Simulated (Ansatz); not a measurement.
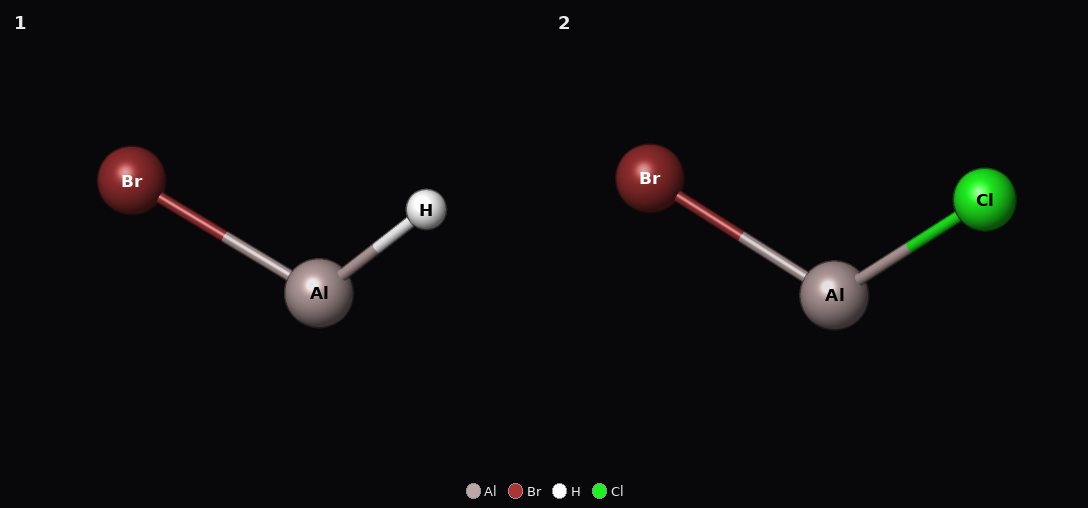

2 molecules with one skeleton, seen from the same side and at one scale. Each species is neutral and a spin doublet. Computed geometries: PBE0-D4/def2-TZVP optimisations, one conformation each. Properties computed with Ansatz 0.2.0.

One atom differs, called X below: H in panel 1, Cl in panel 2. Their formulas are AlBrH (`[AlH][Br]`), AlBrCl (`[Cl][Al][Br]`).

### In which is the length of X–Al larger (PBE0-D4/def2-TZVP)?

In panel 2 (X = Cl).

### In which is the dipole moment larger (B3LYP-D4/def2-TZVPP)?

In panel 1 (X = H).

Give the values. With PBE0-D4/def2-TZVP: length of X–Al (Å), angle Br–Al–X (°), harmonic X–Al stretching wavenumber (cm⁻¹). With B3LYP-D4/def2-TZVPP: dipole moment (D).

```
                                  quantity  1 (H)  2 (Cl)   2 − 1
                        length of X–Al (Å)  1.603   2.102  +0.499
                         angle Br–Al–X (°)  115.7   118.9    +3.2
                         dipole moment (D)   1.54    1.45   −0.09
harmonic X–Al stretching wavenumber (cm⁻¹)   1821     540   −1281
```
